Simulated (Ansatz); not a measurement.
## Electronic structure of F$_{6}$Mo···H (doublet) in real space

```xyz
8

Mo    0.0000    0.0000   -0.2922
F     0.0000    0.0000    1.4996
F     1.7918    0.0000   -0.2926
F     0.0000    1.7918   -0.2919
F    -1.7918    0.0000   -0.2926
F     0.0000   -1.7918   -0.2919
F     0.0000    0.0000   -2.0841
H     0.0000    0.0000    5.5357
```

Core potentials replace the inner electrons of Mo.

All numbers below come from Ansatz 0.2.0, UHF/def2-SVP.

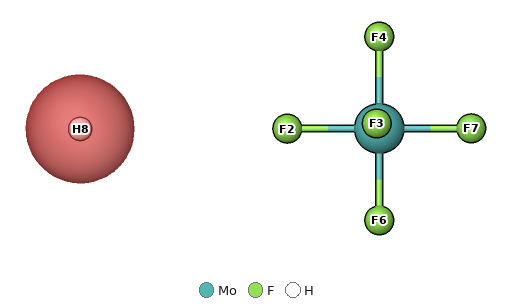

Figure 1. Isosurface of the spin density at +0.04 e/Å³ (red), seen across its widest extent.

Which atoms carry the spin?

Answer. The unpaired spin (1 electron) lies mostly on H8 (about 1.0), in electrons by Hirshfeld's partition.

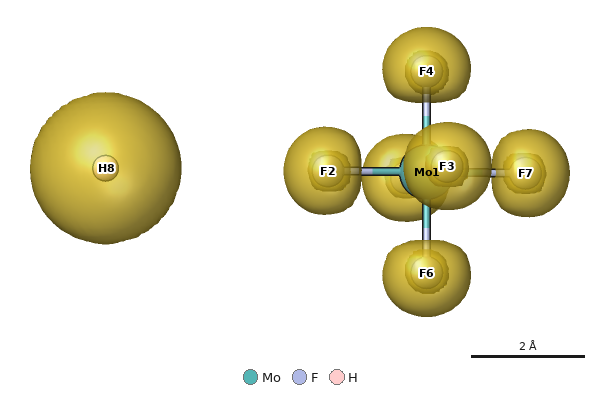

Figure 2. Isosurface of the ELF at 0.75 (yellow), seen at a tilt. Core shells and regions of very low density are left out.

Describe the localisation domains.

Answer. At this value the surface marks out one region around a hydrogen nucleus and six regions wrapped around F (the valence shell of each).


F2···H8 (4.04 Å): the ELF dips to about 0 between them; a weak contact between the two molecules. Mo–F (1.79 Å): the ELF peaks at about 0.85 in the valence shell of F, 0.5 Å from its nucleus, and drops to about 0.25 between the two atoms.

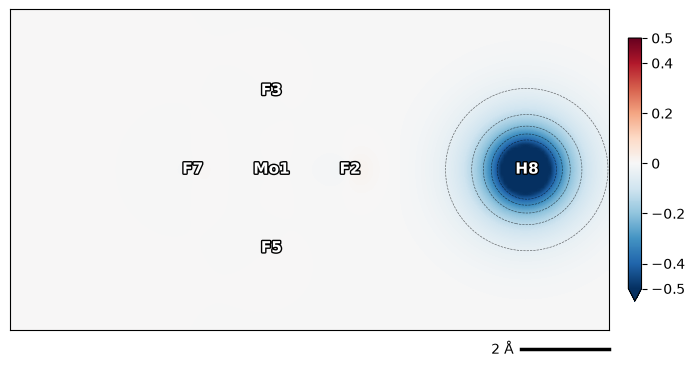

Figure 3. The HOMO (α) on the plane of atoms F3, Mo1 and F7 (values in Å⁻³ᐟ²; the overall sign is arbitrary).

Describe this orbital and give its energy.

Answer. By Hirshfeld shares it lies mainly on H8 (about 100 %). Its energy is −13.56 eV.
